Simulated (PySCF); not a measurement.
Cl$_{3}$HHfO, SMILES `O[Hf](Cl)(Cl)Cl`.

Level of theory: B3LYP/def2-SVP (PySCF), at a geometry from GFN2-xTB. Core potentials replace the inner electrons of Hf; spin–orbit coupling isn't included. This is a single-reference result, which may miss multireference character in this system. No frequency check shows the geometry to be a minimum. GFN2-xTB bond lengths at metals and heavier atoms can be off by up to 0.1 Å and shapes distorted, which carries into these values. Without diffuse functions Rydberg states are missing, so the states' numbers hold for this basis only.

Cartesian coordinates (Å):

```
O1      -0.6820   -0.0122    1.9160
Hf2     -0.0200   -0.0013    0.2060
Cl3      1.1918    1.7709   -0.4456
Cl4     -1.9177   -0.0125   -1.0039
Cl5      1.2258   -1.7460   -0.4530
H6      -1.6063   -0.0181    2.1842
```

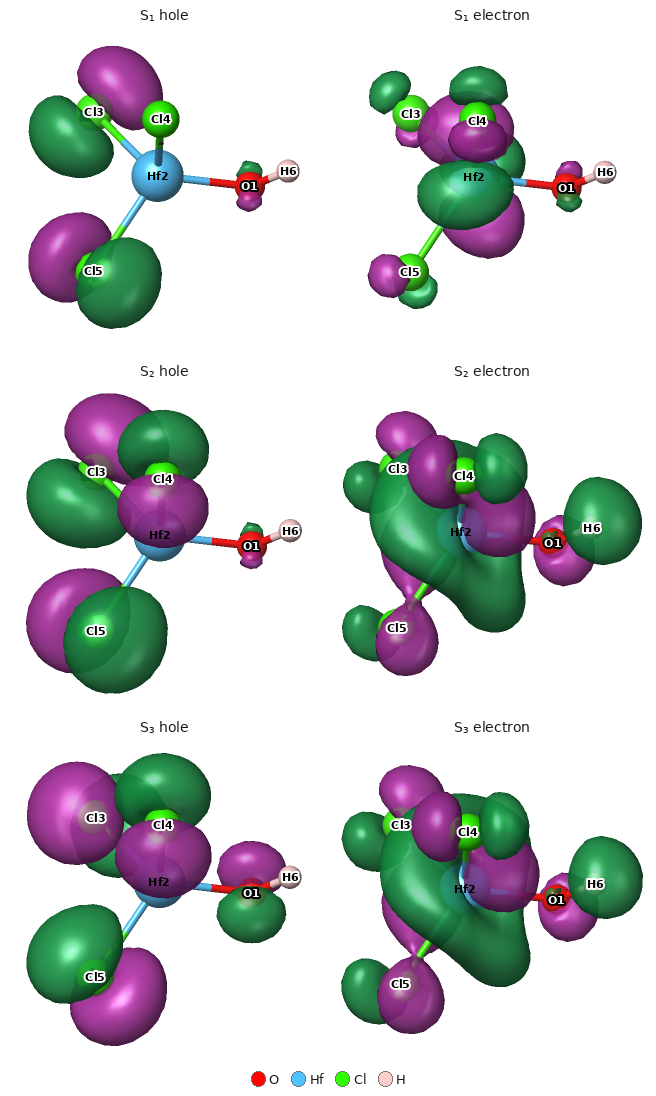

Leading natural transition orbitals (TDA singlet states).

Q: Give the energy and character of each state.

A: By state:
- S₁: 6.60 eV (188 nm), f = 0.002, ligand-to-metal charge transfer; the leading pair carries 95 %; hole on Cl3 and Cl5 (43 % each) and Hf2 (6 %), electron on Hf2 (68 %), Cl4 (12 %) and Cl3 and Cl5 (8 % each); their centroids lie 1.1 Å apart.
- S₂: 6.71 eV (185 nm), f = 0.002, ligand-to-metal charge transfer; the leading pair carries 61 %; hole on Cl3 and Cl5 (33 % each), Cl4 (23 %) and Hf2 (6 %), electron on Hf2 (65 %), Cl4 (10 %) and Cl3 and Cl5 (8 % each) (shares are of the whole state, not of the leading pair alone); their centroids lie 0.8 Å apart; S₃ lies within 0.1 eV of it.
- S₃: 6.79 eV (183 nm), f = 0.003, ligand-to-metal charge transfer; the leading pair carries 93 %; hole on Cl3 and Cl5 (31 % each), Cl4 (22 %) and O1 (9 %), electron on Hf2 (64 %), Cl3, Cl4 and Cl5 (8 % each) and O1 (7 %); their centroids lie 0.7 Å apart; S₂ lies within 0.1 eV of it.
